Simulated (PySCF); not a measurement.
# BSiH4SClO (SMILES [SiH3]OB(S)Cl) at 4 levels

Aim: a comparison of 4 runs (HF/def2-SVP, PBE/6-31G*, PBE0/def2-SVP, M06-2X/def2-TZVP) of BSiH4SClO. The job is set up through a Python script.

The calculation is run with PySCF 2.14.0.

1 further run of the same task is left out (set aside as unsound or not needed).

## Step 1: Starting point

BSiH4SClO has 9 atoms, charge 0, and is taken as a singlet. As SMILES, `[SiH3]OB(S)Cl`. The shape is that of a PBE0-D4/def2-TZVP optimisation. This is one conformer, not always the lowest.

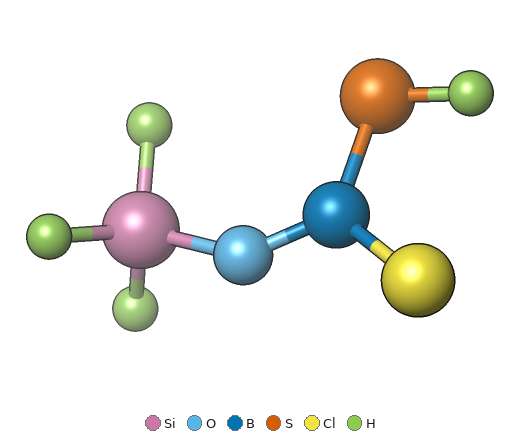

Viewed from a chosen angle; silicon pink, oxygen blue, boron blue, sulfur orange, chlorine yellow, hydrogen green.

## Step 2: Energy and forces at HF/def2-SVP (run 1)

input.py reads:

```python
import pyscf.grad
from pyscf import gto, scf

mol = gto.Mole()
mol.atom = [
    ('Si', (1.119500, 0.251000, 1.194100)),
    ('O', (-0.026300, 0.766100, 0.116200)),
    ('B', (-0.831900, 0.249200, -0.821600)),
    ('S', (-0.852800, -1.531800, -1.161600)),
    ('Cl', (-1.879300, 1.348100, -1.723700)),
    ('H', (2.435900, 0.750200, 0.735000)),
    ('H', (0.776000, 0.827700, 2.513100)),
    ('H', (1.125400, -1.231600, 1.261800)),
    ('H', (-1.777800, -1.475200, -2.130200)),
]
mol.max_memory = 1860
mol.verbose = 4
mol.spin = 0
mol.charge = 0
mol.basis = 'def2-svp'
mol.build()

hf = scf.RHF(mol)
hf.conv_tol = 1e-10
hf.kernel()
if not hf.converged:
    hf = hf.newton().run(hf.mo_coeff, hf.mo_occ)

energy = hf.e_tot
print('E = %.10f Eh' % energy)
grad = hf.Gradients().kernel()
hf.analyze()
```

The run is started by

```
$ OMP_NUM_THREADS=1 python input.py
```

Output:

```text
PySCF version 2.14.0

[... 88 lines left out ...]
MO #2   energy= -91.928127363497   occ= 2
[... 9 lines left out ...]
MO #12  energy= -6.65171981609675  occ= 2
[... 9 lines left out ...]
MO #22  energy= -0.677986069938571 occ= 2
[... 9 lines left out ...]
MO #32  energy= -0.395581927232486 occ= 2
[... 9 lines left out ...]
MO #42  energy= 0.38149676296083   occ= 0
[... 9 lines left out ...]
MO #52  energy= 0.68992131162618   occ= 0
[... 9 lines left out ...]
MO #62  energy= 0.965652226006041  occ= 0
[... 9 lines left out ...]
MO #72  energy= 1.20104352554095   occ= 0
[... 9 lines left out ...]
MO #82  energy= 1.61830058455838   occ= 0
[... 9 lines left out ...]
MO #92  energy= 2.08321803163084   occ= 0
[... 9 lines left out ...]
MO #102 energy= 3.72113521104929   occ= 0
[... 75 lines left out ...]
pop of  4 Cl 3pz          1.79955
pop of  4 Cl 4px          0.00114
pop of  4 Cl 4py          0.00193
pop of  4 Cl 4pz          0.00111
pop of  4 Cl 3dxy         0.00449
pop of  4 Cl 3dyz         0.00368
pop of  4 Cl 3dz^2        0.00104
pop of  4 Cl 3dxz         0.00255
pop of  4 Cl 3dx2-y2      0.00114
pop of  5 H 1s            1.13621
pop of  5 H 2s            0.00279
pop of  5 H 2px           0.00410
pop of  5 H 2py           0.00073
pop of  5 H 2pz           0.00069
pop of  6 H 1s            1.13370
pop of  6 H 2s            0.00282
pop of  6 H 2px           0.00044
pop of  6 H 2py           0.00094
pop of  6 H 2pz           0.00413
pop of  7 H 1s            1.13949
pop of  7 H 2s            0.00282
pop of  7 H 2px           0.00009
pop of  7 H 2py           0.00541
pop of  7 H 2pz           0.00009
pop of  8 H 1s            0.89820
pop of  8 H 2s            0.01024
pop of  8 H 2px           0.00333
pop of  8 H 2py           0.00028
pop of  8 H 2pz           0.00356
 ** Mulliken atomic charges  **
charge of    0Si =      0.92330
charge of    1O =     -0.66396
charge of    2B =      0.31849
charge of    3S =     -0.08747
charge of    4Cl =     -0.14031
charge of    5H =     -0.14452
charge of    6H =     -0.14203
charge of    7H =     -0.14790
charge of    8H =      0.08440
Dipole moment(X, Y, Z, Debye):  0.67583, -0.77583,  0.56108
```

It took 12 s on 1 thread of Intel Xeon at 2.70GHz, shared host; peak memory 0.22 GiB.

## Step 3: Energy and gradient at PBE/6-31G(d) (spherical functions) (run 2)

calc.py reads:

```python
import pyscf.grad
from pyscf import gto, dft

molecule = gto.Mole()
molecule.atom = [
    ('Si', (1.119500, 0.251000, 1.194100)),
    ('O', (-0.026300, 0.766100, 0.116200)),
    ('B', (-0.831900, 0.249200, -0.821600)),
    ('S', (-0.852800, -1.531800, -1.161600)),
    ('Cl', (-1.879300, 1.348100, -1.723700)),
    ('H', (2.435900, 0.750200, 0.735000)),
    ('H', (0.776000, 0.827700, 2.513100)),
    ('H', (1.125400, -1.231600, 1.261800)),
    ('H', (-1.777800, -1.475200, -2.130200)),
]
molecule.charge = 0
molecule.verbose = 3
molecule.max_memory = 1860
molecule.basis = '6-31g*'
molecule.build()

myscf = dft.RKS(molecule, xc='pbe')
myscf.grids.level = 5
myscf.conv_tol = 1e-10
myscf.kernel()
if not myscf.converged:
    myscf = myscf.newton().run(myscf.mo_coeff, myscf.mo_occ)

energy = myscf.e_tot
print('E = %.10f Eh' % energy)
grad = myscf.Gradients().kernel()
myscf.analyze()
```

The run is started by

```
$ OMP_NUM_THREADS=1 python calc.py
```

Output:

```text
converged SCF energy = -1249.80652533264
[... 11 lines left out ...]
MO #2   energy= -88.050794819458   occ= 2
[... 7 lines left out ...]
MO #10  energy= -6.59852430259741  occ= 2
[... 7 lines left out ...]
MO #18  energy= -0.951598456257772 occ= 2
[... 7 lines left out ...]
MO #26  energy= -0.351482569037316 occ= 2
[... 7 lines left out ...]
MO #34  energy= -0.0313288361493758 occ= 0
[... 7 lines left out ...]
MO #42  energy= 0.191457804636295  occ= 0
[... 7 lines left out ...]
MO #50  energy= 0.365374468636441  occ= 0
[... 7 lines left out ...]
MO #58  energy= 0.605165084880932  occ= 0
[... 7 lines left out ...]
MO #66  energy= 0.79217805789292   occ= 0
[... 7 lines left out ...]
MO #74  energy= 1.05881875452225   occ= 0
[... 7 lines left out ...]
MO #82  energy= 1.53047864807918   occ= 0
[... 7 lines left out ...]
MO #90  energy= 2.78913481543425   occ= 0
[... 10 lines left out ...]
Dipole moment(X, Y, Z, Debye):  0.83389, -0.62093,  0.74138
```

Run time: 58 s. Hardware: 1 thread of Intel Xeon at 2.70GHz, shared host; peak memory 0.88 GiB.

## Step 4: Energy and forces at PBE0/def2-SVP (run 3)

input.py reads:

```python
import pyscf.grad
from pyscf import gto, dft

system = gto.Mole()
system.atom = '''
Si     1.119500     0.251000     1.194100
O     -0.026300     0.766100     0.116200
B     -0.831900     0.249200    -0.821600
S     -0.852800    -1.531800    -1.161600
Cl    -1.879300     1.348100    -1.723700
H      2.435900     0.750200     0.735000
H      0.776000     0.827700     2.513100
H      1.125400    -1.231600     1.261800
H     -1.777800    -1.475200    -2.130200
'''
system.verbose = 4
system.max_memory = 1860
system.basis = 'def2-svp'
system.spin = 0
system.build()

mf = dft.RKS(system)
mf.xc = 'pbe0'
mf.grids.level = 5
mf.conv_tol = 1e-10
mf.kernel()
if not mf.converged:
    mf = mf.newton().run(mf.mo_coeff, mf.mo_occ)

e_final = mf.e_tot
print('E = %.10f Eh' % e_final)
grad = mf.Gradients().kernel()
dip = mf.dip_moment()
pop, q = mf.mulliken_pop()
```

The run is started by

```
$ OMP_NUM_THREADS=1 python input.py
```

Output:

```text
PySCF version 2.14.0

[... 76 lines left out ...]
converged SCF energy = -1249.55287737376
[... 13 lines left out ...]
Dipole moment(X, Y, Z, Debye):  0.64214, -0.69983,  0.53293
[... 73 lines left out ...]
pop of  4 Cl 3py          0.72059
pop of  4 Cl 3pz          0.72680
pop of  4 Cl 4px          1.02302
pop of  4 Cl 4py          1.01093
pop of  4 Cl 4pz          1.05457
pop of  4 Cl 3dxy         0.00630
pop of  4 Cl 3dyz         0.00517
pop of  4 Cl 3dz^2        0.00256
pop of  4 Cl 3dxz         0.00403
pop of  4 Cl 3dx2-y2      0.00314
pop of  5 H 1s            0.73788
pop of  5 H 2s            0.33307
pop of  5 H 2px           0.00653
pop of  5 H 2py           0.00171
pop of  5 H 2pz           0.00133
pop of  6 H 1s            0.73785
pop of  6 H 2s            0.33267
pop of  6 H 2px           0.00100
pop of  6 H 2py           0.00198
pop of  6 H 2pz           0.00655
pop of  7 H 1s            0.73619
pop of  7 H 2s            0.32459
pop of  7 H 2px           0.00076
pop of  7 H 2py           0.00819
pop of  7 H 2pz           0.00082
pop of  8 H 1s            0.70430
pop of  8 H 2s            0.15768
pop of  8 H 2px           0.01324
pop of  8 H 2py           0.00568
pop of  8 H 2pz           0.01369
 ** Mulliken atomic charges  **
charge of    0Si =      0.54418
charge of    1O =     -0.29240
charge of    2B =      0.12505
charge of    3S =     -0.14165
charge of    4Cl =     -0.10945
charge of    5H =     -0.08052
charge of    6H =     -0.08006
charge of    7H =     -0.07056
charge of    8H =      0.10541
```

Wall time 59 s (1 thread of Intel Xeon at 2.70GHz, shared host); peak memory 1 GiB.

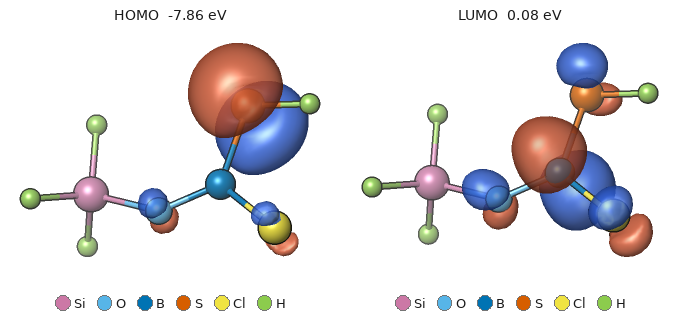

Frontier orbitals of this run, surfaces at ±0.2 Å^-3/2.

## Step 5: Energy and forces at M06-2X/def2-TZVP (run 4)

calc.py reads:

```python
import pyscf.grad
from pyscf import gto, dft

system = gto.M(
    atom='''
Si     2.115548     0.474321     2.256522
O     -0.049700     1.447719     0.219586
B     -1.572063     0.470920    -1.552599
S     -1.611558    -2.894682    -2.195106
Cl    -3.551362     2.547540    -3.257321
H      4.603184     1.417673     1.388949
H      1.466427     1.564126     4.749071
H      2.126698    -2.327387     2.384456
H     -3.359555    -2.787724    -4.025495
''',
    verbose=3,
    unit='bohr',
    max_memory=1860,
    basis='def2-tzvp',
)

mf = dft.RKS(system, xc='m06-2x')
mf.conv_tol = 1e-10
mf.grids.level = 5
mf.kernel()
if not mf.converged:
    mf = mf.newton().run(mf.mo_coeff, mf.mo_occ)

e_tot = mf.e_tot
print('E(%s) = %.9f' % ('M06-2X', e_tot))
grad = mf.Gradients().kernel()
dip = mf.dip_moment()
pop, q = mf.mulliken_pop()
```

The run is started by

```
$ OMP_NUM_THREADS=1 python calc.py
```

Output:

```text
converged SCF energy = -1250.50975845309
[... 9 lines left out ...]
Dipole moment(X, Y, Z, Debye):  0.74498, -0.72460,  0.63571
[... 168 lines left out ...]
pop of  4 Cl 4f-2         0.00085
pop of  4 Cl 4f-1         0.00033
pop of  4 Cl 4f+0         0.00032
pop of  4 Cl 4f+1         0.00027
pop of  4 Cl 4f+2         0.00034
pop of  4 Cl 4f+3         0.00046
pop of  5 H 1s            0.24887
pop of  5 H 2s            0.53320
pop of  5 H 3s            0.22922
pop of  5 H 2px           0.00606
pop of  5 H 2py           0.00133
pop of  5 H 2pz           0.00109
pop of  6 H 1s            0.24897
pop of  6 H 2s            0.53323
pop of  6 H 3s            0.22868
pop of  6 H 2px           0.00079
pop of  6 H 2py           0.00159
pop of  6 H 2pz           0.00608
pop of  7 H 1s            0.24843
pop of  7 H 2s            0.52645
pop of  7 H 3s            0.22746
pop of  7 H 2px           0.00045
pop of  7 H 2py           0.00746
pop of  7 H 2pz           0.00048
pop of  8 H 1s            0.24114
pop of  8 H 2s            0.45616
pop of  8 H 3s            0.11035
pop of  8 H 2px           0.00915
pop of  8 H 2py           0.00353
pop of  8 H 2pz           0.00938
 ** Mulliken atomic charges  **
charge of    0Si =      0.28720
charge of    1O =     -0.33273
charge of    2B =      0.28630
charge of    3S =     -0.21730
charge of    4Cl =     -0.14392
charge of    5H =     -0.01977
charge of    6H =     -0.01934
charge of    7H =     -0.01073
charge of    8H =      0.17028
```

Wall time 4.4 min (1 thread of Intel Xeon at 2.70GHz, shared host); peak memory 3 GiB.

## Step 6: All runs side by side

```tsv
run	level	integration grid	energy (Eh)	dipole moment (D)	HOMO energy (eV)	LUMO energy (eV)	wall time
1	HF/def2-SVP	–	-1247.568504	1.17	-10.76	3.63	12 s
2	PBE/6-31G* (spherical functions)	5	-1249.806525	1.28	-6.63	-0.97	58 s
3	PBE0/def2-SVP	5	-1249.552877	1.09	-7.86	0.08	59 s
4	M06-2X/def2-TZVP	5	-1250.509758	1.22	-9.18	0.48	4.4 min
```

## Step 7: Summary of results

| quantity | value |
| --- | --- |
| run 4: total energy | -1250.50976 Eh |
| run 4: dipole moment | 1.22 D |
| run 4: HOMO energy | -9.18 eV |
| run 4: LUMO energy | 0.48 eV |
| run 4: HOMO–LUMO gap | 9.66 eV |
| run 4: largest force on an atom | 0.184 eV/Å |

What this shows: The dipole moment (its size) runs from 1.09 D (PBE0/def2-SVP) to 1.28 D (PBE/6-31G*). The two ends differ in method and basis. The HOMO–LUMO gap runs from 5.67 eV (PBE/6-31G*) to 14.39 eV (HF/def2-SVP). Totals of different functionals can't be ranked against each other. All runs together took 6.5 min, the longest 4.4 min.
